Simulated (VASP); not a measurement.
Band structure of NbC (relaxed from the zinc blende structure, space group F-43m). Method: PBEsol GGA, VASP's PBE PAW potentials (set 64) (plane waves; VASP 6.6.1).

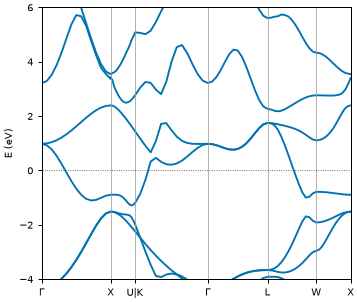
Figure: Bands along high-symmetry lines, zero at the valence-band maximum or, without a gap, the Fermi level

Problem. Read the plot: is there a gap, and where are the band edges?

Solution. It has no gap at this level: it comes out as a metal or semimetal. (Edges off the drawn lines would not show.)

The structure was generated: NbC was put into the zinc blende type (F-43m), which need not be its known phase. It was relaxed first, which changed the volume by -35 %. The electron count is odd and the run is not spin-polarised, which forces a metal.
